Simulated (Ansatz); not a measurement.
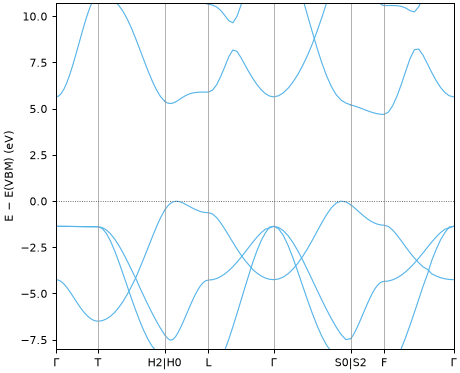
Figure. Band structure from the program Ansatz at the r²SCAN+D4 level (PAW)

The gap is 4.69 eV; an edge lies off the plotted path or next to a special point (maximum off the standard path, minimum at F).

The material is BN in space group R3m (No. 160; B on 3a, N on 3a).

The workflow started from a Materials Project entry (that database holds measured and hypothetical structures alike); the Crystallography Open Database copy checked does not list it. It is not the phase usual at ambient conditions (space group No. 186, 194, 216). Symmetry was held in the r²SCAN+D4 relaxation; whether a distortion lowers the energy is not shown.

Potentials: the later of the program's two PAW sets.
